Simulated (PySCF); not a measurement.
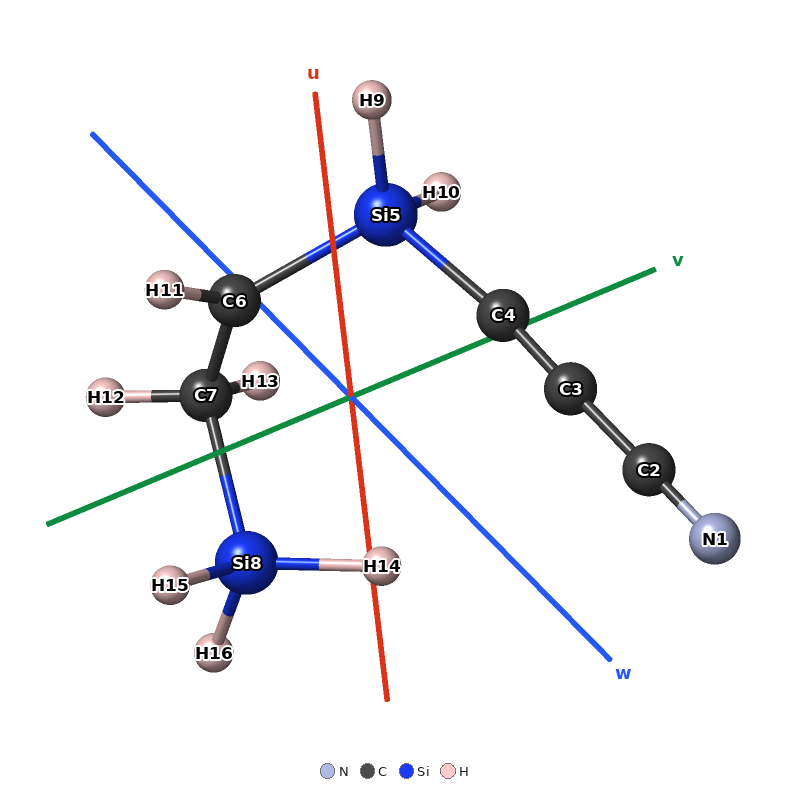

The lines u, v and w are the principal axes of the g tensor. Charge 0, doublet. The computed structure is the end point of a GFN2-xTB optimisation. No frequency run is at hand to confirm it as a minimum. Properties computed with UKS B3LYP, pcH-1 on C H N Si, non-relativistic, mean-field spin-orbit, GIAO (PySCF 2.14.0).

Question: Along which axis does g lie farthest from the free-electron value?

Answer: Along v: the shift is 728 ppm.

Give the principal values and shifts.

| axis | g | shift (ppm) |
| --- | --- | --- |
| u | 2.00253 | 215 |
| v | 2.00305 | 728 |
| w | 2.00198 | −339 |

The geometry is semi-empirical. Around Si such bond lengths and angles can be off by a tenth of an ångström or more and by several degrees, and values that hang on the shape move with them.
